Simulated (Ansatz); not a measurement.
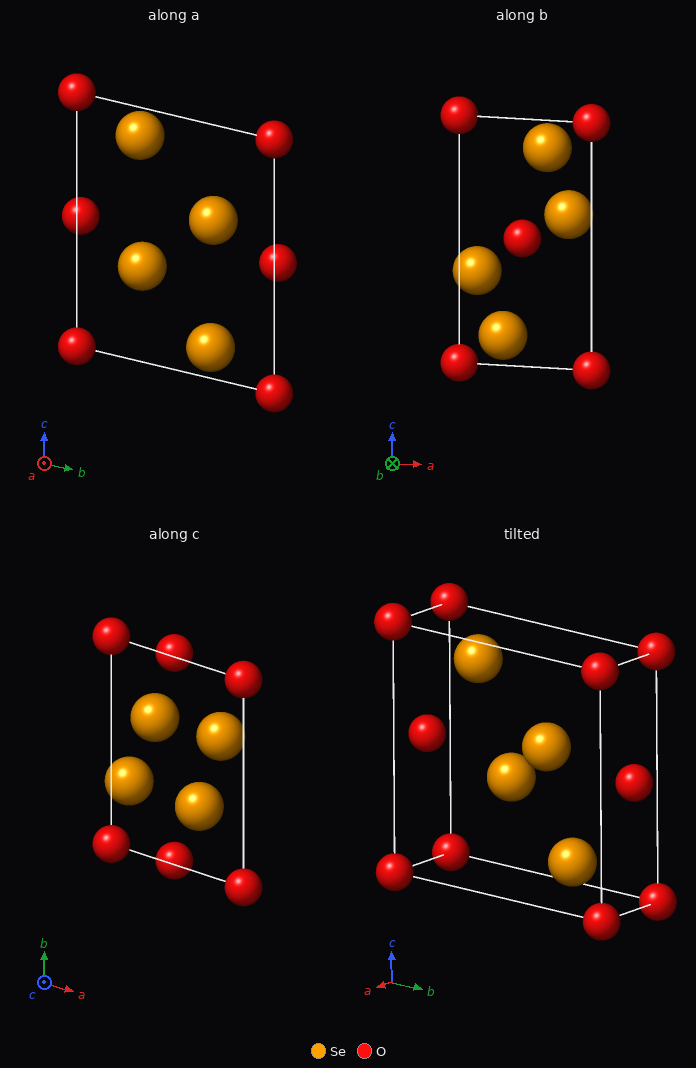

Spheres-only drawing of the structure, looking along the a axis, along the b axis, along the c axis and slightly off an axis. The unit cell is outlined; an atom on or near a face, edge or corner is repeated at each equivalent position.

Lattice parameters: a = 3.4191 Å, b = 5.2415 Å, c = 6.2462 Å, α = 103.051°, β = 89.089°, γ = 107.897°.

Q: Give the structure in the form of a CIF in P1 with every atom of the cell, with free fractional coordinates to two decimals.

A:
```cif
data_structure
_symmetry_space_group_name_H-M 'P 1'
_symmetry_Int_Tables_number 1
_cell_length_a 3.4191
_cell_length_b 5.2415
_cell_length_c 6.2462
_cell_angle_alpha 103.051
_cell_angle_beta 89.089
_cell_angle_gamma 107.897
_cell_volume 103.60
loop_
_atom_site_label
_atom_site_type_symbol
_atom_site_fract_x
_atom_site_fract_y
_atom_site_fract_z
_atom_site_occupancy
Se1 Se 0.13 0.33 0.38 1
Se2 Se 0.67 0.32 0.89 1
Se3 Se 0.33 0.68 0.12 1
Se4 Se 0.83 0.69 0.62 1
O1 O 0.00 0.00 0.00 1
O2 O 0.48 0.02 0.52 1
```

Origin of the cell: a structure type filled with these elements by a generator (whether the compound takes this form wasn't checked). Earlier steps of the study may have refined or changed the cell and positions. It was set up as input for a calculation with Ansatz.
